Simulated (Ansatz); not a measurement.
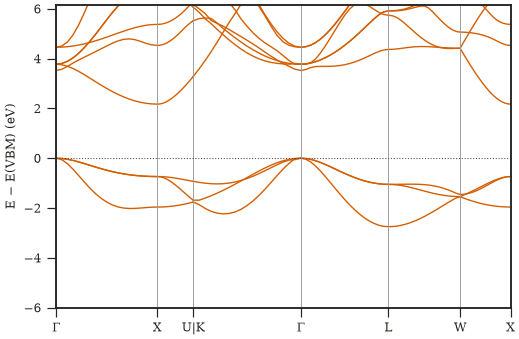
Band structure from plane-wave PAW r²SCAN (Ansatz code)

Q: Read off the gap and where the band edges lie.

A: About 2.2 eV (2.17 eV by a search for the band edges); maximum at Γ, minimum at X.

Q: Which of these materials gives this?
(A) SrTe, rock salt
(B) SrO, rock salt
(C) ZnS, zinc blende
(D) BAs, zinc blende

A: A, SrTe, rock salt

Space group Fm-3m (rock salt). The cell was relaxed with r²SCAN under the symmetry of its start. Scalar-relativistic: spin–orbit coupling is off unless named, which matters more the heavier the elements.

Potentials: the later of the program's two PAW sets.
